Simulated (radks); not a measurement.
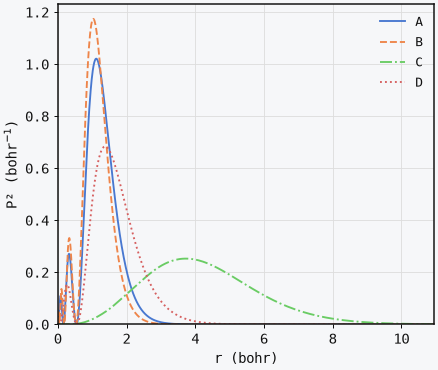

Fig. 1: The radial probability densities P² of 4p up, 4s up, 4d up and 4f up. A is 4p up; B is 4s up; C is 4f up; D is 4d up. 4s up: outer maximum at 1.03 bohr, ⟨r⟩ = 1.15 bohr, 3 nodes, eigenvalue −93.2 eV; 4p up: outer maximum at 1.12 bohr, ⟨r⟩ = 1.27 bohr, 2 nodes, eigenvalue −68.1 eV; 4d up: outer maximum at 1.38 bohr, ⟨r⟩ = 1.68 bohr, 1 node, eigenvalue −32.5 eV; 4f up: outer maximum at 3.72 bohr, ⟨r⟩ = 4.22 bohr, 0 nodes, eigenvalue −10.7 eV.

# Nb³⁺: atomic calculation

- system: Nb³⁺ (Z = 41, 38 electrons) in the configuration [Kr] 4d1.75 4f0.25 (4d: 1.75 up, 0 down, 4f: 0.25 up, 0 down).
- method: scalar-relativistic Kohn-Sham, SCAN, spin-polarised, spherical densities, finite nucleus (the in-house radial solver radks)

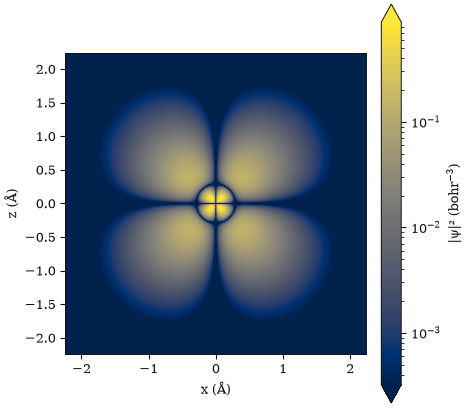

Fig. 2: The 4d(xz) orbital of up spin. In the xz plane through the nucleus, the colour gives |ψ|² on a logarithmic scale. (1 bohr = 0.529 Å.) The radial function comes from the spherical calculation and is multiplied by a real spherical harmonic; the overall sign is chosen so that the largest lobe of P(r) is positive; at the scalar-relativistic level it is the large component. It has the nodal planes xy and yz and 1 radial node, at r = 0.551 bohr. The outermost maximum of P² lies at 1.38 bohr, ⟨r⟩ = 1.68 bohr, 90 % of the charge lies within 2.59 bohr, and the eigenvalue is −32.5 eV, with 1.75 electrons in the shell for this spin.

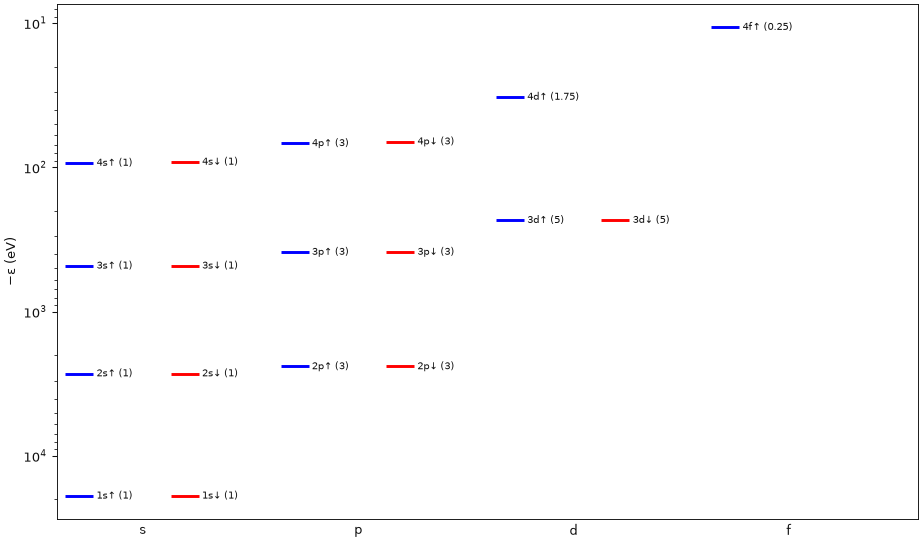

Fig. 3: All occupied levels, on a logarithmic scale of binding energy, are drawn by angular momentum (occupations in brackets, up spins at the left of each column and down spins at the right). The highest occupied level is 4f up at −10.7 eV. The highest 6 occupied levels, from the top down, are 4f up (−10.7 eV), 4d up (−32.5 eV), 4p down (−66.3 eV), 4p up (−68.1 eV), 4s down (−91.6 eV), 4s up (−93.2 eV). The largest exchange splitting (down less up) among the shells drawn in both spins is that of 4p, 1.80 eV.

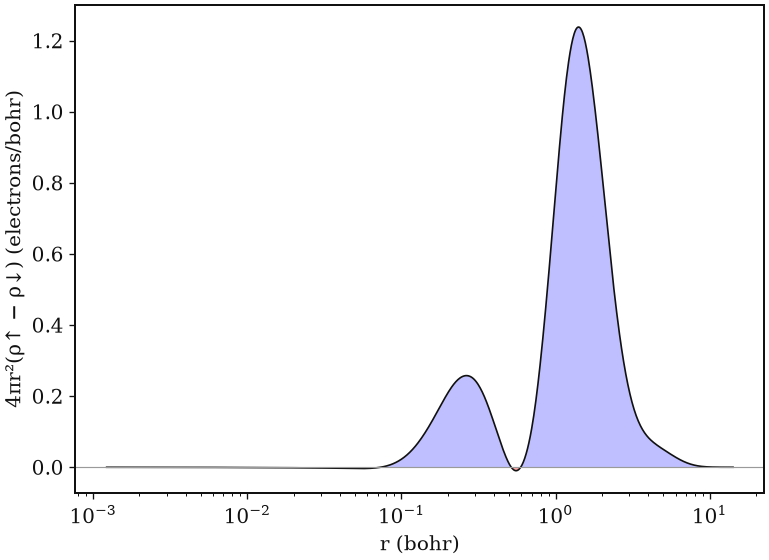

Fig. 4: The radial spin density. The curve integrates to 2 unpaired electrons, held by 4d (+1.75) and 4f (+0.25). Its largest value, 1.24 electrons/bohr, lies near r = 1.4 bohr. Regions of the opposite sign are negligible.

Input and output of the run follow.

**Input**
```
Z 41
configuration [Kr] 4d1.75 4f0.25
relativity scalar-relativistic
functional scan,scan
spin polarised
nucleus finite rms 4.324 fm
c 137.035999084
```

Energies in input and log are in hartree, lengths in bohr (the nuclear radius in fm).

Launched within a batch (the task file carries these settings):
```bash
python <driver script> task.json out
```

**The program's output**
```
1s      1   1.0000        -693.96813620
2s      1   1.0000         -98.61253418
2p      1   3.0000         -88.07099835
3s      1   1.0000         -17.67231959
3p      1   3.0000         -14.19060020
3d      1   5.0000          -8.53332917
4s      1   1.0000          -3.42359411
4p      1   3.0000          -2.50157915
4d      1   1.7500          -1.19418501
4f      1   0.2500          -0.39152491
1s      2   1.0000        -693.96855798
2s      2   1.0000         -98.60284156
2p      2   3.0000         -88.06377997
3s      2   1.0000         -17.66836653
3p      2   3.0000         -14.18565284
3d      2   5.0000          -8.52416154
4s      2   1.0000          -3.36631244
4p      2   3.0000          -2.43556454
4d      2   0.0000          -1.10305160
4f      2   0.0000          -0.31263431
Etot -3818.6234350723616
Ekin 3931.9777809919688
Encl -9153.496427497987
Eh 1521.4136623259901
Exc -118.51845089233407
err 2.7824258860348515e-06
it 15
```

**Results in brief**

| quantity | value |
| --- | --- |
| outcome | converged |
| total energy | −3818.6234 hartree |
| kinetic energy | 3931.9778 hartree |
| electron–nucleus energy | −9153.4964 hartree |
| Hartree energy | 1521.4137 hartree |
| exchange–correlation energy | −118.518451 hartree |
| radius at density 0.001 e/bohr³ | 3.41 bohr |
| SCF iterations | 15 |
| hardware | 1 CPU thread, shared host |
